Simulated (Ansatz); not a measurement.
CHBrFSn (SMILES F/[CH]=[Sn-]/[Br]) (charge −1)

The calculation's input:

```
crystal:
  periodic: [false, false, false]
  atoms:
    - {symbol: C, position_ang: [0.102921, -0.917672, 0.694270]}
    - {symbol: Br, position_ang: [3.457995, -1.124686, 1.547683]}
    - {symbol: F, position_ang: [-1.239959, -0.718423, 0.404646]}
    - {symbol: Sn, position_ang: [1.268480, 0.477931, 1.645816]}
    - {symbol: H, position_ang: [0.406727, -1.912512, 0.335837]}
basis:
  gaussian:
    orbitals: def2-TZVPD
total_charge: -1
hamiltonian:
  xc: pbe0
output:
  forces: true
  orbitals: {seedname: orbitals}
```

Command:

```sh
ansatz run input.yaml --threads 2 --pin off --max-ram 4350MiB --events-out events.jsonl --progress --plain --runs-dir runs
```

Geometry: PBE0-D3(BJ)/def2-SVPD; core potentials replace the inner electrons of Sn.

All numbers below come from Ansatz, isolated molecule in a Gaussian basis; Kohn-Sham density functional theory, functional PBE0.

Q: What will maps of the electron density and electron localisation function show?

A: C–F (1.39 Å): the density is about 2 e/Å³ at the midpoint, with its minimum of 1.5 e/Å³ about 0.5 Å from C; the ELF peaks at about 0.85 between the atoms (a polar covalent bond).
C–Sn (2.05 Å): the density is about 0.8 e/Å³ at the midpoint; the ELF peaks at about 0.90 in the valence shell of C, 0.7 Å from its nucleus, and drops to about 0.20 between the two atoms.
Sn–Br (2.72 Å): ρ at the midpoint is about 0.35 e/Å³; the ELF peaks at about 0.80 in the valence shell of Br, 1.0 Å from its nucleus, and drops to about 0.15 between the two atoms.
C–H (1.10 Å): the density is about 2 e/Å³ at the midpoint; the ELF climbs to about 1 towards the hydrogen, as it does in any bond to H: an ordinary covalent bond to hydrogen.

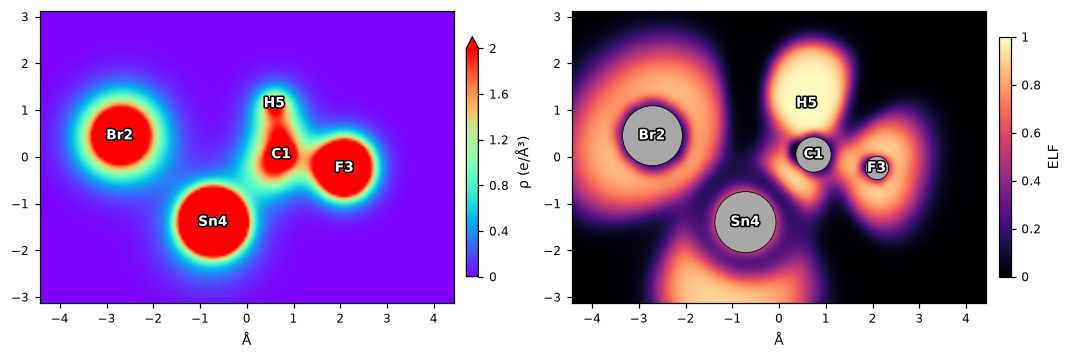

Computed electron density and electron localisation function on the molecular plane, in this order. Grey discs cover the atomic cores in the ELF map. 
